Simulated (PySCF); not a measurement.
# Si₄H₉O₃ radical: geometry, EPR parameters

What EPR parameters should Si₄H₉O₃ radical (`[SiH2]O[SiH](O[SiH3])O[SiH3]`) show?

Computed with PySCF 2.14.0, with density-fitted response routines of our own, on a single molecule in the gas phase. Atoms count from 0, in the outputs and in this text.

## Step 1: Starting geometry

16 atoms, charge 0, multiplicity 2; geometry from: GFN2-xTB.

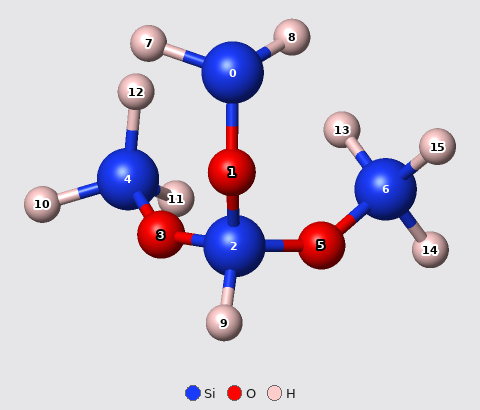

The starting geometry (silicon blue, oxygen red, hydrogen pink), atoms numbered; sticks join atoms by distance.

## Step 2: Optimising the geometry at PBE0-D3(BJ)/def2-SVP

Job settings and geometry (Å):

```
{"job": {"xc": "PBE0", "basis": "def2-SVP", "d3": "d3bj", "grid": 1, "kind": "geom"}, "charge": 0, "multiplicity": 2}
Si     0.233930     2.631610     0.303090
O      0.056000     1.791370    -1.080640
Si    -0.051340     0.294060    -1.664980
O      1.240100    -0.557810    -1.202320
Si     1.987920    -1.238600     0.062520
O     -1.387870    -0.415260    -1.104660
Si    -2.242970    -0.759390     0.227280
H      1.661120     2.721330     0.593370
H     -0.573970     2.043440     1.369430
H     -0.097460     0.347630    -3.102310
H      3.324950    -1.496550    -0.461230
H      1.271080    -2.461480     0.426530
H      2.008630    -0.309540     1.197440
H     -1.349930    -1.058050     1.351640
H     -3.023380    -1.922660    -0.184900
H     -3.072020     0.407810     0.537380
```

Standard output:

```text
step   0  E = -1387.96355438  max force = 0.023057
step   1  E = -1387.97581622  max force = 0.005599
step   2  E = -1387.97600958  max force = 0.001058
step   3  E = -1387.97603875  max force = 0.000751
step   4  E = -1387.97605537  max force = 0.000734
step   5  E = -1387.97608206  max force = 0.000922
step   6  E = -1387.97610053  max force = 0.001320
step   7  E = -1387.97612634  max force = 0.001179
step   8  E = -1387.97615071  max force = 0.000720
step   9  E = -1387.97616456  max force = 0.000595
step  10  E = -1387.97618495  max force = 0.001376
step  11  E = -1387.97625494  max force = 0.002269
step  12  E = -1387.97629277  max force = 0.001019
step  13  E = -1387.97632634  max force = 0.000943
step  14  E = -1387.97634573  max force = 0.001573
step  15  E = -1387.97640437  max force = 0.002101
step  16  E = -1387.97644150  max force = 0.001218
step  17  E = -1387.97651338  max force = 0.001056
step  18  E = -1387.97656443  max force = 0.001825
step  19  E = -1387.97662236  max force = 0.003114
step  20  E = -1387.97665327  max force = 0.001739
step  21  E = -1387.97664552  max force = 0.000800
step  22  E = -1387.97666073  max force = 0.001601
step  23  E = -1387.97667050  max force = 0.001892
step  24  E = -1387.97669564  max force = 0.000709
step  25  E = -1387.97669845  max force = 0.000286
optimisation converged
```

Wall time 9.1 min (1 thread, shared host).

The steps of the relaxation:

```csv
step,energy from step 0 (eV),largest force component (eV/Å)
0,0.0000,1.1856
1,-0.3337,0.2879
2,-0.3389,0.0544
3,-0.3397,0.0386
4,-0.3402,0.0377
5,-0.3409,0.0474
6,-0.3414,0.0679
7,-0.3421,0.0606
8,-0.3428,0.0370
9,-0.3431,0.0306
10,-0.3437,0.0708
11,-0.3456,0.1167
12,-0.3466,0.0524
13,-0.3475,0.0485
14,-0.3481,0.0809
15,-0.3497,0.1080
16,-0.3507,0.0626
17,-0.3526,0.0543
18,-0.3540,0.0938
19,-0.3556,0.1601
20,-0.3564,0.0894
21,-0.3562,0.0411
22,-0.3566,0.0823
23,-0.3569,0.0973
24,-0.3576,0.0365
25,-0.3577,0.0147
```

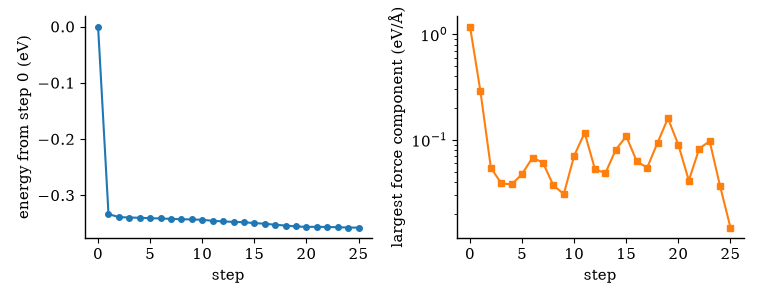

Energy and force, step by step.

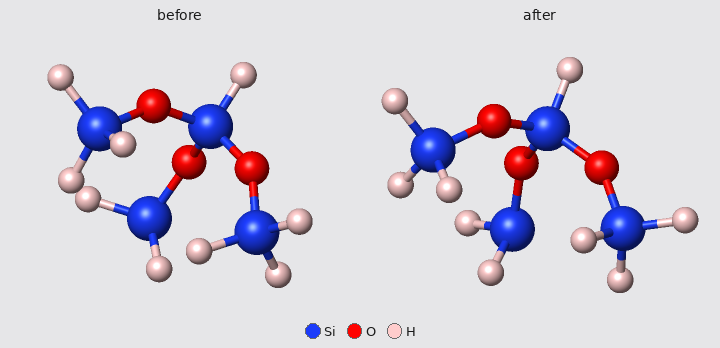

The geometry before (left) and after (right).

Distances of close pairs at the start and the end, largest changes first:

```csv
bond,before (Å),after (Å),change (Å)
Si0–H8,1.461,1.503,+0.042
O3–Si4,1.619,1.660,+0.041
O5–Si6,1.620,1.659,+0.039
O1–Si2,1.611,1.650,+0.039
Si0–H7,1.459,1.496,+0.037
Si0–O1,1.629,1.663,+0.035
Si2–H9,1.439,1.471,+0.032
Si4–H10,1.459,1.489,+0.030
```

The final coordinates are the input of the step that follows.

```csv
at the end point,value
point group (found at 0.08 Å tolerance),C1
"rotational constants (GHz, main isotopes)","1.102, 0.966, 0.663"
dipole moment (D),1.00
⟨S²⟩,0.751
```

## Step 3: g tensor and hyperfine couplings: B3LYP/IGLO-III+pcH-1

Job settings and geometry (Å):

```
{"job": {"kind": "epr"}, "charge": 0, "multiplicity": 2}
Si    -0.086240     2.705256     0.155373
O      0.429199     1.642821    -1.016259
Si     0.217664     0.123242    -1.622084
O      1.282633    -0.892237    -0.895182
Si     2.114028    -1.262969     0.493033
O     -1.319968    -0.372913    -1.329049
Si    -2.468180    -0.829470    -0.222233
H      0.923396     3.804979     0.257220
H     -0.213325     1.989870     1.471286
H      0.458352     0.130942    -3.073079
H      3.379532    -1.954037     0.119803
H      1.286161    -2.162752     1.349189
H      2.426168    -0.016229     1.254906
H     -1.898804    -1.828770     0.730619
H     -3.620049    -1.427722    -0.951584
H     -2.925778     0.367898     0.545680
```

Level: UKS B3LYP, IGLO-III on O Si, pcH-1 on H, non-relativistic, mean-field spin-orbit, GIAO.

Standard output:

```text
UKS, coarse grid
  cycle   1  E = -1389.17839922  |g| = 9.98e-01
  cycle   2  E = -1388.21270861  |g| = 1.85e+00
  cycle   3  E = -1389.49040183  |g| = 1.50e-01
  cycle   4  E = -1389.49812138  |g| = 9.37e-02
  cycle   5  E = -1389.50079446  |g| = 3.39e-02
  cycle   6  E = -1389.50120809  |g| = 4.38e-03
  cycle   7  E = -1389.50121638  |g| = 1.15e-03
  cycle   8  E = -1389.50121798  |g| = 4.68e-04
UKS, final grid
  cycle   1  E = -1389.50121032  |g| = 7.18e-04
  cycle   2  E = -1389.50120992  |g| = 1.31e-03
  cycle   3  E = -1389.50121050  |g| = 6.72e-05
  cycle   4  E = -1389.50121050  |g| = 1.68e-05
E = -1389.50121050 Eh   <S^2> = 0.7513 (exact 0.7500)
g shifts (ppm)      1          2          3
  rmc          -148       -148       -148
  gc             60         18         53
  oz_so       -1066       -114       1606
  total       -1154       -243       1511
hyperfine (MHz)  atom isotope    a_iso     a_fc   dipolar eigenvalues
    0  29Si    -645.24    -646.48   -150.24     74.97     75.27
    1   17O     -22.88     -22.82    -27.31     13.27     14.04
    2  29Si       1.10       1.09     -0.85      0.05      0.79
    3   17O      -1.75      -1.75     -1.14      0.54      0.61
    4  29Si      -0.43      -0.43     -0.28      0.11      0.16
    5   17O       0.38       0.38     -0.25      0.09      0.17
    6  29Si      -1.52      -1.52     -0.51      0.19      0.32
    7    1H     105.58     105.58     -7.98      0.13      7.84
    8    1H     104.63     104.62     -7.96      0.10      7.86
    9    1H      -0.96      -0.96     -1.24     -0.99      2.23
   10    1H       0.60       0.60     -0.34     -0.33      0.67
   11    1H       0.27       0.27     -0.46     -0.44      0.90
   12    1H       1.03       1.03     -1.06     -0.86      1.92
   13    1H       0.65       0.65     -0.60     -0.56      1.16
   14    1H       0.22       0.22     -0.49     -0.47      0.95
   15    1H       1.08       1.08     -1.74     -1.61      3.35
```

It took 2.7 min on 1 thread, shared host.

Principal g values 2.00117, 2.00208, 2.00383; g(iso) = 2.00236, against 2.00232 for a free electron.

Hyperfine couplings; where a row names several nuclei, a(iso) is their mean (it holds for fast rotation or exchange) and the dipolar term the largest among them:

```csv
nuclei,isotope,a(iso) (MHz),"a(iso) (G, at g = 2.0023)",largest dipolar term (MHz)
Si0,29Si,-645.2,-230.2,-150.2
"H7, H8",1H,105.1,37.5,-8.0
O1,17O,-22.9,-8.2,-27.3
Si2,29Si,1.1,0.4,-0.8
"Si4, Si6",29Si,-1.0,-0.3,-0.5
H9,1H,-1.0,-0.3,2.2
"O3, O5",17O,-0.7,-0.2,-1.1
"H10, H11, H12, H13, H14, H15",1H,0.6,0.2,3.4
```

Mulliken spin populations:

Si0 0.85; O1 0.04; Si2 0.00; O3 0.00; Si4 0.00; O5 0.00; Si6 0.00; H7 0.05; H8 0.05; H9 0.00; H10 0.00; H11 0.00; H12 0.00; H13 0.00; H14 0.00; H15 0.00

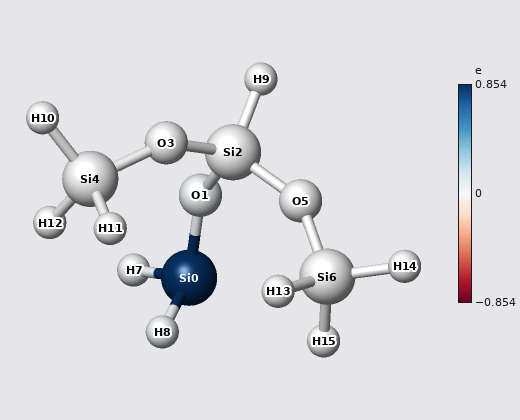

Mulliken spin populations, as colours on the atoms.

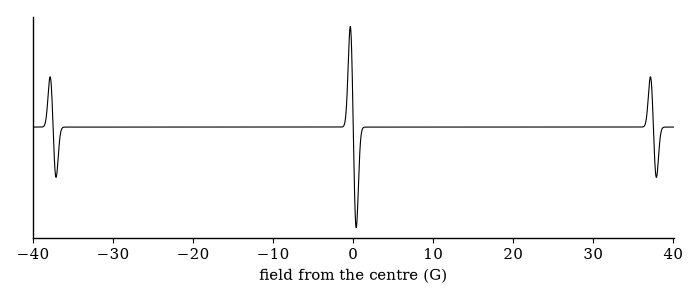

First-order isotropic spectrum (first derivative, main isotopes with spin only, couplings over 0.8 MHz, Gaussian width 0.3 G; couplings of the frozen geometry, rotation of groups not averaged beyond the rows shown).

## Step 4: Outcome

| quantity | value |
| --- | --- |
| point group | C1 |
| rotational constants (main isotopes) | 1.10, 0.97, 0.66 GHz |
| g(iso) (B3LYP) | 2.00236 |
| ⟨S²⟩ | 0.751 (exact 0.75) |
| largest a(iso) (averaged by class) | 29Si on Si0, -645.2 MHz |

Relaxing lowered the energy by 0.358 eV in 25 steps; the close pair that moved most is Si0–H8, from 1.461 to 1.503 Å. No frequency check was run at this level, so the end point may be a saddle. Most of the unpaired spin sits on Si0 (0.85 e). The isotropic g lies 0.0 ppt above the free-electron value.
